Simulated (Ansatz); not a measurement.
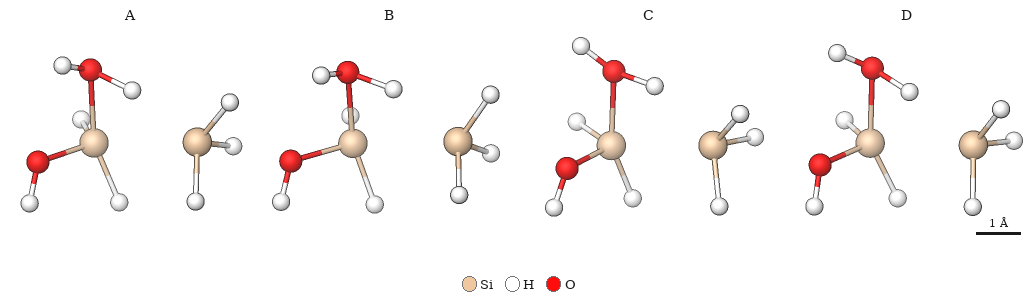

4 geometries from one constrained relaxation of Si2H8O2, in shuffled order. The picture is a ball-and-stick view, seen at a tilt.

The reaction that was planned forms Si1–O7, Si2–H6 and breaks Si1–Si2, H6–O7 (atoms numbered from 1 in input order).

Level of theory: Ansatz 0.2.0, RKS PBE0-D4/def2-SVP. Set-up: held fixed: the distance between atoms 1 (Si) and 7 (O), the distance between atoms 2 (Si) and 6 (H), the distance between atoms 1 (Si) and 2 (Si), the distance between atoms 6 (H) and 7 (O), counting from 1; force threshold 0.04 eV/Å; at most 150 steps.

**Order the frames from highest to lowest energy.**

C, D, A, B. They are steps 0, 3, 6, 12, at +0.458 eV, +0.186 eV, +0.078 eV relative to the last. The atom that moves furthest after the best rigid fit is an H atom (1.01 Å). By element the largest moves are H 1.01 Å, O 0.53 Å, Si 0.17 Å. Among the contacts that change: O–Si 1.640 → 1.688 Å, H–Si 1.484 → 1.524 Å, H–Si 1.468 → 1.498 Å, H–O 0.950 → 0.962 Å. Among the angles between lasting bonds that change: H–O–H 133.9° → 111.1°, Si–O–H 127.4° → 109.9°, Si–O–H 87.5° → 76.2°. The energy falls by 0.458 eV in 10 accepted moves (12 points after the start). Largest force component: 1 eV/Å at the start, 0.023 eV/Å at the end. The line search rejected the trial steps at points 9, 11 of the run.
